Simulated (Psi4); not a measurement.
**AlHSF2 (SMILES [F][Al]([F])[SH]) at X3LYP-D4/cc-pwCVDZ**

What is the vertical ionisation energy of AlHSF2 at X3LYP-D4/cc-pwCVDZ? 

Program for the calculation: Psi4 1.11.

3 further runs of the same task are left out: 1 that didn't finish, 2 set aside as unsound or not needed.

**1. Starting point**

AlHSF2: 5 atoms, total charge 0, spin state singlet. As SMILES, `[F][Al]([F])[SH]`. The shape is that of a PBE0-D4/def2-TZVP optimisation.

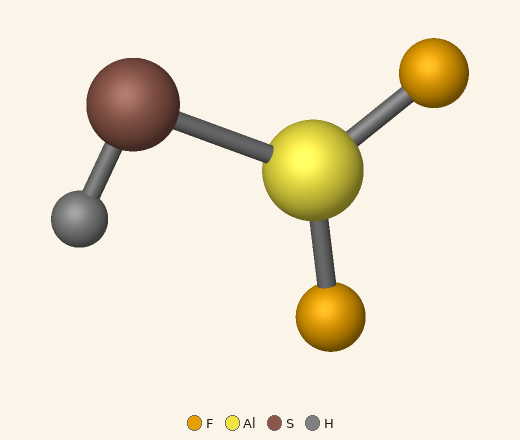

The structure, seen from a chosen angle (fluorine amber, aluminium yellow, sulfur brown, hydrogen grey).

**2. The energy at X3LYP-D4/cc-pwCVDZ**

calc.in

```
memory 1600 MB

molecule molecule1 {
  0 1
  F
  Al 1 R2
  F 2 R3 1 A3
  S 2 R4 3 A4 1 D4
  H 4 R5 2 A5 3 D5

  R2 = 1.637517
  R3 = 1.635406
  A3 = 119.27369
  R4 = 2.152829
  A4 = 119.73096
  D4 = -179.99749
  R5 = 1.345722
  A5 = 91.56006
  D5 = -179.89002
  units angstrom
}

set {
  basis    cc-pwCVDZ
  scf_type direct
}

energy_value, wavefunction = energy("x3lyp-d4", return_wfn=True)
print_variables()
```

Command:

```sh
$ psi4 -i calc.in -o calc.out -n 1
```

calc.out:

```text
[...]
  Running in c1 symmetry.
[...]
  Nuclear repulsion =  199.896817743338772
[...]
  Multiplicity = 1
[...]
  Nalpha       = 24
  Nbeta        = 24
[...]
    Number of basis functions: 95
[...]
   @DF-RKS iter   1:  -840.83944032702004   -5.18629e-01   8.23665e-03 ADIIS/DIIS
[...]
   @RKS iter  13:  -841.02079066853867   -8.33461e-09   1.12170e-07 DIIS
[...]
    Orbital Energies [Eh]
    ---------------------
    Doubly Occupied:
       1A    -88.944740     2A    -56.162253     3A    -24.710436
       4A    -24.708991     5A     -7.971232     6A     -5.927091
       7A     -5.923894     8A     -5.920119     9A     -4.212585
      10A     -2.762535    11A     -2.759933    12A     -2.758744
      13A     -1.179881    14A     -1.171386    15A     -0.751814
      16A     -0.498130    17A     -0.461715    18A     -0.443114
      19A     -0.436617    20A     -0.430842    21A     -0.421008
      22A     -0.409531    23A     -0.351976    24A     -0.295424
[...]
  @RKS Final Energy:  -841.02079066853867
   => Energetics <=
    Nuclear Repulsion Energy =            199.8968177433387723
    One-Electron Energy =               -1565.6593433099887989
    Two-Electron Energy =                 576.5625580267623036
    DFT Exchange-Correlation Energy =     -51.8142342554815443
    Empirical Dispersion Energy =          -0.0065888731693834
    VV10 Nonlocal Energy =                  0.0000000000000000
    Total Energy =                       -841.0207906685386661
[...]
 Multipole Moments:
 ------------------------------------------------------------------------------------
     Multipole            Electronic (a.u.)      Nuclear  (a.u.)        Total (a.u.)
 ------------------------------------------------------------------------------------
 L = 1.  Multiply by 2.5417464519 to convert [e a0] to [Debye]
 Dipole X            :          0.0017371           -0.0023665           -0.0006295
 Dipole Y            :         -3.8766466            4.4547940            0.5781474
 Dipole Z            :         -1.2136187            1.1639663           -0.0496524
 Magnitude           :                                                    0.5802760
[...]
```

It took 27 s on 1 thread of Intel Xeon 6975P-C (Granite Rapids), shared host; peak memory 0.51 GiB.

**3. The doublet cation at the same level**

calc.py

```python
import psi4

psi4.set_memory('1600 MB')
psi4.set_num_threads(1)
psi4.core.set_output_file('alf2hs.out', False)

m = psi4.geometry("""
1 2
F
Al 1 1.637517
F 2 1.635406 1 119.27369
S 2 2.152829 3 119.73096 1 -179.99749
H 4 1.345722 2 91.56006 3 -179.89002
""")

psi4.set_options({
    'basis': 'cc-pwCVDZ',
    'reference': 'uks',
    'scf_type': 'direct',
})

e_tot = psi4.energy("X3LYP-D4", molecule=m)
print('E =', round(e_tot, 9))
for k, v in sorted(psi4.core.scalar_variables().items()):
    print(f'{k:45s} {v:18.10f}')
```

Command:

```sh
$ python calc.py
```

alf2hs.out:

```text
[...]
  Running in c1 symmetry.
[...]
  Nuclear repulsion =  199.896817743338772
[...]
  Multiplicity = 2
[...]
  Nalpha       = 24
  Nbeta        = 23
[...]
    Number of basis functions: 95
[...]
   @DF-UKS iter   1:  -840.46528227924910   -1.45171e-01   7.54785e-03 ADIIS/DIIS
[...]
   @UKS iter  14:  -840.62120154160039   -7.73355e-09   1.06497e-07 DIIS
[...]
   @S^2 Observed:                7.533157792E-01
[...]
    Orbital Energies [Eh]
    ---------------------
    Alpha Occupied:
       1A    -89.305482     2A    -56.401781     3A    -24.909235
       4A    -24.905548     5A     -8.328679     6A     -6.291813
       7A     -6.280041     8A     -6.276343     9A     -4.451500
      10A     -3.001567    11A     -2.998632    12A     -2.997699
      13A     -1.374170    14A     -1.364817    15A     -1.093540
      16A     -0.750152    17A     -0.701805    18A     -0.656904
      19A     -0.656003    20A     -0.648234    21A     -0.624217
      22A     -0.617240    23A     -0.611557    24A     -0.603216
    Alpha Virtual:
      25A     -0.268703    26A     -0.258988    27A     -0.239449
[...]
  @UKS Final Energy:  -840.62120154160039
   => Energetics <=
    Nuclear Repulsion Energy =            199.8968177433387723
    One-Electron Energy =               -1553.3383649315805997
    Two-Electron Energy =                 564.3830744997403599
    DFT Exchange-Correlation Energy =     -51.5568397545897597
    Empirical Dispersion Energy =          -0.0058890985090954
    VV10 Nonlocal Energy =                  0.0000000000000000
    Total Energy =                       -840.6212015416003851
[...]
 Multipole Moments:
 ------------------------------------------------------------------------------------
     Multipole            Electronic (a.u.)      Nuclear  (a.u.)        Total (a.u.)
 ------------------------------------------------------------------------------------
 L = 1.  Multiply by 2.5417464519 to convert [e a0] to [Debye]
 Dipole X            :          0.0014189           -0.0023665           -0.0009477
 Dipole Y            :         -1.8763174            4.4547940            2.5784766
 Dipole Z            :         -0.2121485            1.1639663            0.9518178
 Magnitude           :                                                    2.7485450
[...]
```

On the terminal:

```text
E = -840.621201542
CURRENT ENERGY                                   -840.6212015416
CURRENT REFERENCE ENERGY                         -840.6212015416
DD SOLVATION ENERGY                                 0.0000000000
DFT FUNCTIONAL TOTAL ENERGY                      -840.6153124431
DFT TOTAL ENERGY                                 -840.6212015416
DFT VV10 ENERGY                                     0.0000000000
DFT XC ENERGY                                     -51.5568397546
DISPERSION CORRECTION ENERGY                       -0.0058890985
GRID ELECTRONS ALPHA                               24.0000102760
GRID ELECTRONS BETA                                23.0000083039
GRID ELECTRONS TOTAL                               47.0000185798
NUCLEAR REPULSION ENERGY                          199.8968177433
ONE-ELECTRON ENERGY                             -1553.3383649316
PCM POLARIZATION ENERGY                             0.0000000000
PE ENERGY                                           0.0000000000
SCF ITERATION ENERGY                             -840.6212015416
SCF ITERATIONS                                     14.0000000000
SCF TOTAL ENERGY                                 -840.6212015416
TWO-ELECTRON ENERGY                               564.3830744997
X3LYP-D4(BJ,EEQ)ATM DISPERSION CORRECTION ENERGY      -0.0058890985
XC GRID RADIAL POINTS                              75.0000000000
XC GRID SPHERICAL POINTS                          302.0000000000
XC GRID TOTAL POINTS                           108660.0000000000
```

It took 32 s on 1 thread of Intel Xeon 6975P-C (Granite Rapids), shared host; peak memory 0.5 GiB.

**4. What came out**

At X3LYP-D4/cc-pwCVDZ:

```
                                          quantity          value
                      singlet AlHSF2: total energy  -841.02079 Eh
                     singlet AlHSF2: dipole moment         1.47 D
                       singlet AlHSF2: HOMO energy       -8.04 eV
                       singlet AlHSF2: LUMO energy       -1.23 eV
                     singlet AlHSF2: HOMO–LUMO gap        6.81 eV
                 singlet AlHSF2: dispersion energy  -17.30 kJ/mol
                      doublet cation: total energy  -840.62120 Eh
doublet cation: HOMO energy (highest over α and β)      -16.40 eV
 doublet cation: LUMO energy (lowest over α and β)      -13.67 eV
                 doublet cation: dispersion energy  -15.46 kJ/mol
                              doublet cation: ⟨S²⟩          0.753
vertical ionisation energy (to the doublet cation)      10.873 eV
```

In words: The vertical ionisation energy comes to 10.87 eV (1049 kJ/mol). The negative HOMO energy of the first species, 8.04 eV, lies 2.83 eV below that difference.
